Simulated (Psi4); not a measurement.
# [NH2]− (SMILES [NH2-]) at MP2/aug-cc-pVTZ

What is the vertical singlet–triplet gap of [NH2]− at MP2/aug-cc-pVTZ? 

Program for the calculation: Psi4 1.11.

**1. The system as given**

[NH2]−: 3 atoms, total charge -1, spin state singlet. As SMILES, `[NH2-]`. Geometry: relaxed at PBE0-D4/def2-TZVPD.

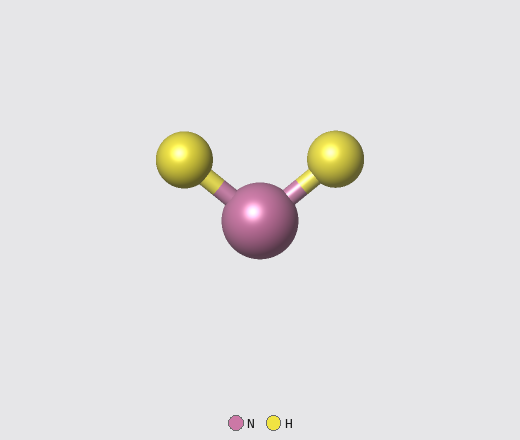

Viewed from a chosen angle; nitrogen pink, hydrogen yellow.

**2. The energy at MP2/aug-cc-pVTZ**

Input file h2n.inp:

```
memory 1600 MB

molecule {
  -1 1
  N      0.342200    -0.203000     0.168700
  H      0.125500     0.801200     0.156000
  H     -0.467700    -0.598200    -0.324700
  symmetry c1
}

set {
  puream          true
  e_convergence   1e-09
  d_convergence   1e-08
  scf_type        pk
  num_frozen_docc 1
  mp2_type        conv
}

result = energy("mp2/aug-cc-pVTZ")
```

The run is started by

```
$ psi4 h2n.inp h2n.out -n 1
```

h2n.out:

```text
[...]
  Running in c1 symmetry.
[...]
  Nuclear repulsion =    7.542852415995356
[...]
  Multiplicity = 1
[...]
  Nalpha       = 5
  Nbeta        = 5
[...]
    Number of basis functions: 92
[...]
   @RHF iter   1:   -55.32257566937351   -5.00418e-01   7.29603e-03 ADIIS/DIIS
[...]
   @RHF iter  11:   -55.54843411980589   -5.08749e-12   2.80518e-09 DIIS
[...]
    Orbital Energies [Eh]
    ---------------------
    Doubly Occupied:
       1A    -15.225902     2A     -0.760625     3A     -0.289697
       4A     -0.142970     5A     -0.049041
[...]
  @RHF Final Energy:   -55.54843411980589
   => Energetics <=
    Nuclear Repulsion Energy =              7.5428524159953563
    One-Electron Energy =                 -93.2461025692188201
    Two-Electron Energy =                  30.1548160334175783
    Total Energy =                        -55.5484341198058900
[...]
 Multipole Moments:
 ------------------------------------------------------------------------------------
     Multipole            Electronic (a.u.)      Nuclear  (a.u.)        Total (a.u.)
 ------------------------------------------------------------------------------------
 L = 1.  Multiply by 2.5417464519 to convert [e a0] to [Debye]
 Dipole X            :          0.4156562           -0.9370214           -0.5213652
 Dipole Y            :         -0.2223991            0.5013879            0.2789888
 Dipole Z            :         -0.0000000           -0.0000000           -0.0000000
 Magnitude           :                                                    0.5913176
[...]
	SCS-MP2 Total Energy (a.u.)        :   -55.80770038679682
	SOS-MP2 Total Energy (a.u.)        :   -55.78695303120541
	SCSN-MP2 Total Energy (a.u.)       :   -55.65798015732855
[...]
	SOS-PI-MP2 Total Energy (a.u.)     :   -55.82670618310533
[...]
	MP2 Total Energy (a.u.)            :   -55.80944194607973
[...]
```

It took 14 s on 1 thread of Intel Xeon at 2.50GHz (Skylake/Cascade Lake), shared host; peak memory 0.48 GiB.

**3. The triplet at the same level**

Input file h2n.in:

```
memory 1600 mb

molecule {
  -1 3
  N      0.64666428    -0.38361440     0.31879680
  H      0.23716063     1.51404857     0.29479728
  H     -0.88382491    -1.13043417    -0.61359407
  units au
  symmetry c1
  no_reorient
  no_com
}

set {
  basis           aug-cc-pVTZ
  reference       uhf
  puream          true
  e_convergence   1e-09
  d_convergence   1e-08
  scf_type        pk
  num_frozen_docc 1
  mp2_type        conv
  maxiter         100
}

e_tot, wfn = energy('mp2', return_wfn=True)
print_variables()
```

The run is started by

```
$ psi4 h2n.in h2n.out -n 1
```

h2n.out:

```text
[...]
  Running in c1 symmetry.
[...]
  Nuclear repulsion =    7.542852420928848
[...]
  Multiplicity = 3
[...]
  Nalpha       = 6
  Nbeta        = 4
[...]
    Number of basis functions: 92
[...]
   @UHF iter   1:   -55.48976115172078   -6.67604e-01   3.37442e-03 DIIS/ADIIS
[...]
   @UHF iter  12:   -55.55957173080978   -1.47509e-11   5.41806e-09 DIIS
[...]
   @S^2 Observed:                2.009199070E+00
[...]
    Orbital Energies [Eh]
    ---------------------
    Alpha Occupied:
       1A    -15.441941     2A     -1.011333     3A     -0.486575
       4A     -0.360560     5A     -0.356884     6A      0.027727
    Alpha Virtual:
       7A      0.137614     8A      0.230573     9A      0.232213
      10A      0.272937    11A      0.279751    12A      0.355449
      13A      0.371817    14A      0.393149    15A      0.420277
      16A      0.421116    17A      0.501017    18A      0.557039
      19A      0.589800    20A      0.626508    21A      0.645147
      22A      0.677743    23A      0.716955    24A      0.721728
      25A      0.893994    26A      0.917713    27A      0.951534
[...]
  @UHF Final Energy:   -55.55957173080978
   => Energetics <=
    Nuclear Repulsion Energy =              7.5428524209288481
    One-Electron Energy =                 -91.5032045701211700
    Two-Electron Energy =                  28.4007804183825350
    Total Energy =                        -55.5595717308097790
  UHF NO Occupations:
  HONO-2 :    4  A 1.9968628
  HONO-1 :    5  A 1.0000000
[...]
 Multipole Moments:
 ------------------------------------------------------------------------------------
     Multipole            Electronic (a.u.)      Nuclear  (a.u.)        Total (a.u.)
 ------------------------------------------------------------------------------------
 L = 1.  Multiply by 2.5417464519 to convert [e a0] to [Debye]
 Dipole X            :         -3.5061842            3.8799857            0.3738015
 Dipole Y            :          2.0799536           -2.3016864           -0.2217328
 Dipole Z            :         -1.7285002            1.9127808            0.1842806
 Magnitude           :                                                    0.4720724
[...]
	SCS-MP2 Total Energy (a.u.)        :   -55.75405402027451
	SOS-MP2 Total Energy (a.u.)        :   -55.75456488286878
	SCSN-MP2 Total Energy (a.u.)       :   -55.63607159499442
[...]
	SOS-PI-MP2 Total Energy (a.u.)     :   -55.76956435610409
[...]
	MP2 Total Energy (a.u.)            :   -55.75303229508595
[...]
```

Run time: 17 s. Hardware: 1 thread of Intel Xeon at 2.50GHz (Skylake/Cascade Lake), shared host; peak memory 0.49 GiB.

**4. Outcome**

At MP2/aug-cc-pVTZ, 1 core orbital frozen:

| quantity | value |
| --- | --- |
| singlet: total energy | -55.80944 Eh |
| singlet: HOMO energy (Hartree–Fock orbitals) | -1.33 eV |
| singlet: LUMO energy (Hartree–Fock orbitals) | 4.50 eV |
| singlet: HOMO–LUMO gap (to an unbound level, set by the basis) | 5.83 eV |
| singlet: correlation energy (1 core orbital frozen) | -261.0 mEh |
| triplet: total energy | -55.75303 Eh |
| triplet: HOMO energy (Hartree–Fock orbitals) (highest over α and β) | 0.75 eV |
| triplet: LUMO energy (Hartree–Fock orbitals) (lowest over α and β) | 3.74 eV |
| triplet: correlation energy (1 core orbital frozen) | -193.5 mEh |
| triplet: ⟨S²⟩ of the reference determinant | 2.009 |
| vertical energy of the triplet above the singlet | 1.535 eV |

What this shows: At this shape the triplet lies 1.53 eV (148 kJ/mol) above the singlet. The HOMO (triplet) lies at positive energy, 0.75 eV: the electron is unbound at this level or held by a compact basis; values depend on the basis.
